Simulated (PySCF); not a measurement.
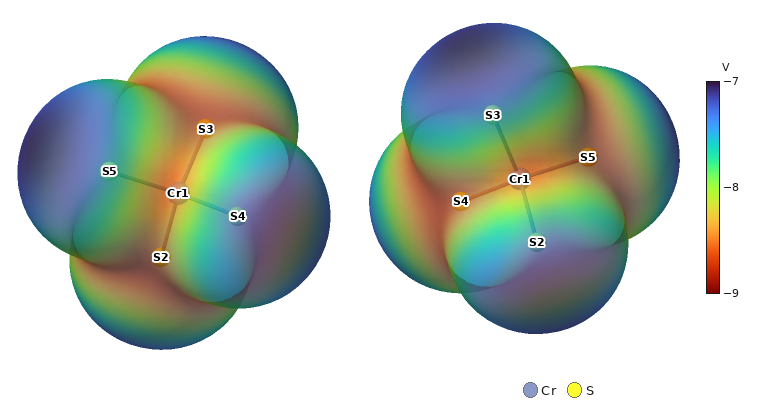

[CrS4]2- (CrS₄, charge −2). Electrostatic potential on the surface of electron density 0.001 a.u. (back view left, front view right).

Level of theory: B3LYP/def2-SVPD (PySCF), at a geometry from GFN2-xTB. The highest occupied orbitals have positive energy: in the gas phase this ion holds its electrons only through the finite basis. This is a single-reference result, which may miss multireference character in this system. No frequency check shows the geometry to be a minimum. GFN2-xTB bond lengths at metals and heavier atoms can be off by up to 0.1 Å and shapes distorted, which carries into these values.

The calculation's input:

```python
import numpy as np
from pyscf import gto, scf, dft
from pyscf.scf import atom_ks, atom_hf
from scipy.linalg import block_diag

def solve(mol, dm0=None, hcore=None):
    mf = (dft.UKS if mol.spin else dft.RKS)(mol, xc='b3lyp')
    mf.grids.level = 3
    mf = mf.density_fit(auxbasis='def2-universal-jkfit')
    mf.conv_tol, mf.max_cycle = 1e-8, 80
    if hcore is not None:
        mf.get_hcore = lambda *args: hcore
    mf.kernel(dm0)
    if not mf.converged:
        mf = mf.newton().run(mf.mo_coeff, mf.mo_occ, max_cycle=30)
    assert mf.converged, 'SCF not converged'
    return mf

mol = gto.M(atom='''
Cr    -0.00076     0.00042     0.00256
S     -0.55917    -1.61271    -1.20574
S      0.56000     1.61207    -1.20607
S      1.61566    -0.55849     1.20423
S     -1.61535     0.55851     1.20374
''', basis='def2-svpd', charge=-2, spin=0, verbose=4)
mf = solve(mol)
mf.analyze()
# spherically averaged free atoms, for the promolecule
atm = atom_ks.get_atm_nrks(mol, xc='b3lyp')
pro = block_diag(*[(atm[a[0]][2] * atm[a[0]][3]) @ atm[a[0]][2].T for a in mol._atom])
np.savez('result.npz', e=mf.e_tot, c=mf.mo_coeff, occ=mf.mo_occ, eps=mf.mo_energy, pro=pro, dip=mf.dip_moment(verbose=0), s2=mf.spin_square()[0])
```

Run with:

```sh
OMP_NUM_THREADS=1 python input.py
```

The run took 110 s on 1 thread of Arm Neoverse V1, with other jobs on the host, peak memory 0.57 GiB.

Partitions, critical points and surface values were worked out afterwards from this run's density.

Q: Where are the extremes of the potential on the surface?

A: Highest: −7.03 V, 2.3 Å from S5, and at like points elsewhere. Lowest: −8.62 V, off the Cr1–S4 bond (2.5 to 2.6 Å from its atoms), and at like points elsewhere. The surface is sampled at points, so like sites can differ by a few per cent and only the strongest of them is named.
